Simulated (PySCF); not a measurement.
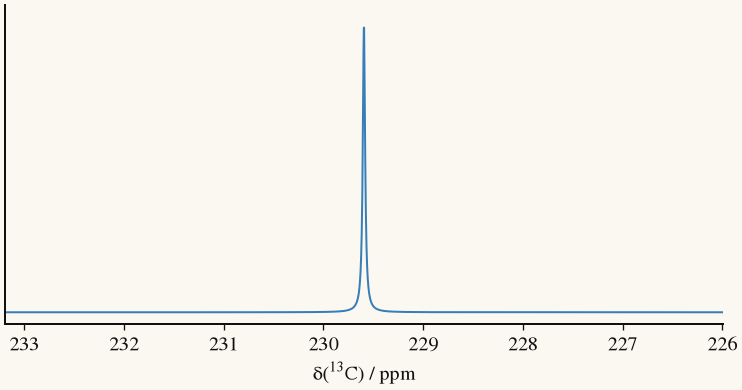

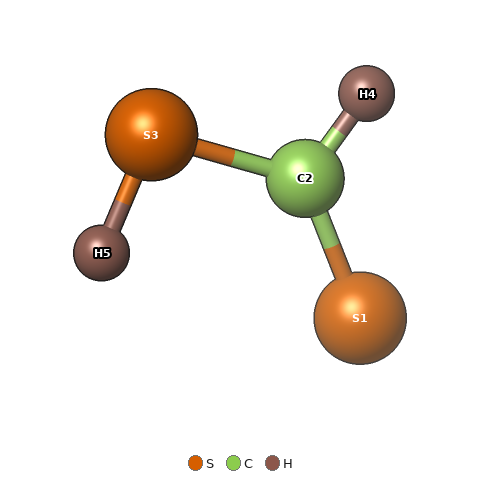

Spectrum and numbered structure of CH₂S₂ (trans-dithioformic acid), SMILES S=CS. GIAO shifts, PBE0/pcSseg-1 in PySCF, at a PBE0-D3(BJ)/def2-SVP geometry (no frequency check), against TMS for ¹³C computed at the same level. Gas phase, fully decoupled, line heights follow the number of nuclei, widths are arbitrary (no quadrupolar broadening); values of one conformer, averaged over methyl-type rotors and exact or near symmetry.

### Where does the ¹³C line lie?

At 229.6 ppm (C2).
